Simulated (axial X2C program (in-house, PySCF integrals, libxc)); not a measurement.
Relativistic diatomic calculation, with input and output: InP

- system: InP, single determinant with M_S = 1 and |Λ| = 0.
- method: PBE0, spin-free X2C-1e, In dyall-cv3z, P dyall-v3z (cores contracted) (axial X2C program (in-house, PySCF integrals, libxc))

### Results in brief

| quantity | value |
| --- | --- |
| outcome | converged |
| bond length rₑ | 2.646 Å |
| ωₑ | 255.4 cm⁻¹ |
| energy at the minimum | −6222.70417 hartree |
| depth below the fragments | 1.97 eV |
| largest ⟨S²⟩ along the curve | 2.02 |
| hardware | 1 thread of AMD EPYC (Zen 5), 24 GiB of memory available, shared host |
| wall time | 4.4 s |
| peak memory | 0.55 GiB |

### Input
```
{"zs": [49, 15], "q": 0, "bas": ["dyall-cv3z", "dyall-v3z"], "levels": ["PBE0", "HF", "PBE"], "cc": true, "r0": 2.38, "thr": -1.0, "nmax": 90, "npts": 10, "nst": 2, "ntry": 6}
```

The line is the task of a batch: nuclear charges, charge, bases, the levels to run, a first guess of the distance and further settings. This report covers PBE0 without spin-orbit coupling. The log is that of the reference distance 2.437 Å.

The run was one of a batch that the task file lists, launched with:
```bash
python <driver script> task.json out
```

### Output
```
spin-free X2C-1e  PBE0
basis functions 175  fitting functions 942  grid points 5081
iter        total energy     max residual
   1      -6221.686306060     7.27e+00
   2      -6222.615269290     5.78e-01
   3      -6222.682983387     1.37e-01
   4      -6222.695509330     9.52e-02
   5      -6222.697902358     3.09e-02
   6      -6222.698101079     2.74e-03
   7      -6222.698109213     1.79e-03
   8      -6222.698110169     4.67e-04
   9      -6222.698110396     1.88e-04
  10      -6222.698110435     9.42e-05
  11      -6222.698110438     2.30e-05
  12      -6222.698110438     6.81e-06
converged
one-electron -8886.28077536  Coulomb 2688.18747509  exact exchange -45.34002011  xc functional -138.86481059  nuclear repulsion 159.60002053
```

### The points of the curve

| R (Å) | E (hartree) | dipole (D; origin at the first atom, positive when the second is positive) | highest filled (eV) | lowest empty (eV) |
| --- | --- | --- | --- | --- |
| 2.120 | −6222.645711 | 0.43 | −5.18 | −4.08 |
| 2.218 | −6222.670306 | 0.00 | −5.25 | −3.85 |
| 2.291 | −6222.683059 | −0.35 | −5.30 | −3.68 |
| 2.364 | −6222.692065 | −0.71 | −5.32 | −3.53 |
| 2.437 | −6222.698110 | −1.07 | −5.34 | −3.38 |
| 2.522 | −6222.702257 | −1.49 | −5.34 | −3.22 |
| 2.608 | −6222.704002 | −1.91 | −5.32 | −3.08 |
| 2.717 | −6222.703671 | −2.45 | −5.28 | −2.92 |
| 2.786 | −6222.702368 | −2.77 | −5.24 | −2.82 |
| 2.851 | −6222.700574 | −3.07 | −5.19 | −2.75 |
| 2.946 | −6222.697230 | −3.49 | −5.12 | −2.66 |
| 3.046 | −6222.693000 | −3.92 | −5.03 | −2.58 |

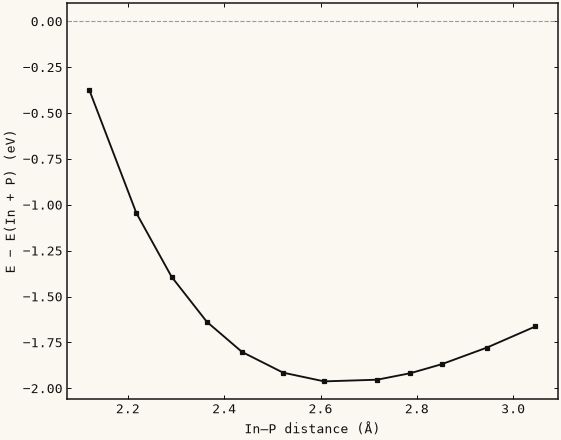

Fig. 1: Energy at 12 bond lengths, for one set of occupations held fixed; the line joins the points. A polynomial of degree 6 through 11 points gives rₑ = 2.646 Å, ωₑ = 255.4 cm⁻¹, ωₑxₑ = 0.81 cm⁻¹ and Bₑ = 0.09867 cm⁻¹. The minimum lies 1.97 eV below In + P, each computed as one determinant at the same level.

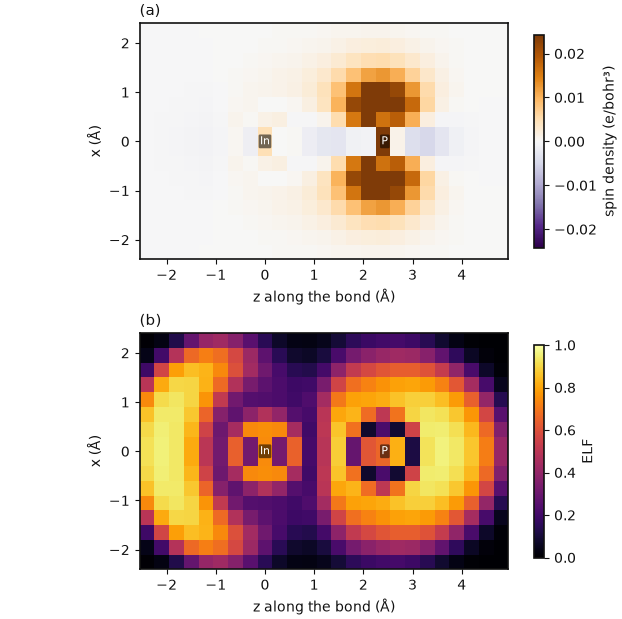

Fig. 2: (a) spin density; (b) electron localisation function, in a plane that holds the axis, at 2.44 Å, on points 0.3 Å apart (one half computed, the other mirrored); the structure near the nuclei is finer than these points.

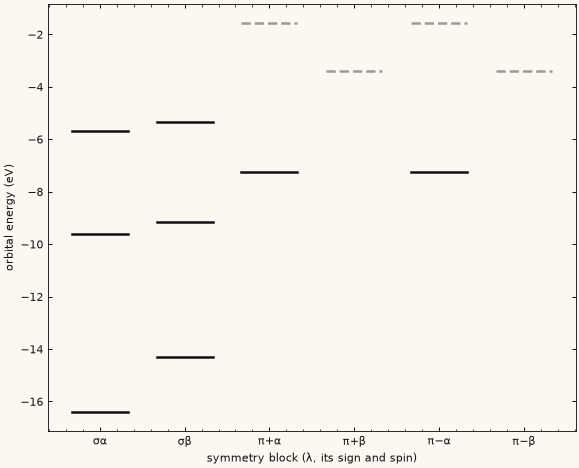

Fig. 3: Orbital energies near the frontier at 2.44 Å, filled (solid) and empty (dashed); a label such as π−α means λ = −1 and α spin. The highest filled orbital (σβ; 43 % P p, 33 % In p) lies at −5.34 eV, the lowest empty one (π+β; 64 % P p, 32 % In p) at −3.38 eV.
